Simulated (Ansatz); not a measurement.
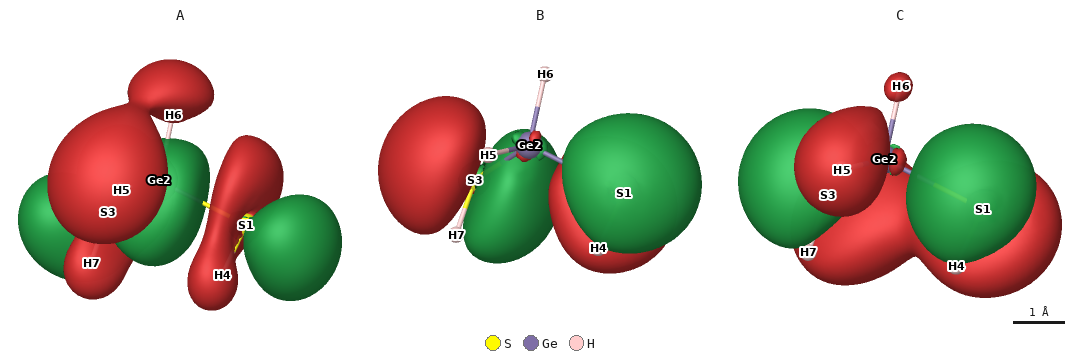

The picture shows: GeH₄S₂. Three frontier orbitals at ±0.06 Å⁻³ᐟ² (green and red are the two phases), in no order.

Geometry: PBE0-D4/def2-TZVP.

Computed with Ansatz 0.2.0, RKS PBE0-D4/def2-TZVPP.

```csv
atom,x (Å),y (Å),z (Å)
S,-1.9952,-0.1107,-0.1683
Ge,0.0729,0.5725,0.2706
S,1.4298,-1.0386,0.9773
H,-1.6623,-0.6909,-1.3326
H,0.6692,1.2157,-0.9892
H,-0.0552,1.5495,1.4423
H,1.6020,-1.5655,-0.2458
```

### Order the three orbitals by energy and name them.

C is the HOMO−1 (−7.65 eV). By Hirshfeld shares it lies mainly on S1 (about 40 %), S3 (about 40 %) and Ge2 (about 10 %); largely a combination of lone pairs on S1 and S3. B is the HOMO (−7.35 eV). Its weight (Hirshfeld) is mainly on S1 (about 45 %), S3 (about 45 %) and Ge2 (about 5 %); largely a combination of lone pairs on S1 and S3. A is the LUMO (−0.50 eV). Its weight (Hirshfeld) is mainly on Ge2 (about 30 %), S1 (about 25 %), S3 (about 25 %) and H5 (about 10 %).

### What is the HOMO–LUMO gap?

6.85 eV between the orbital energies.
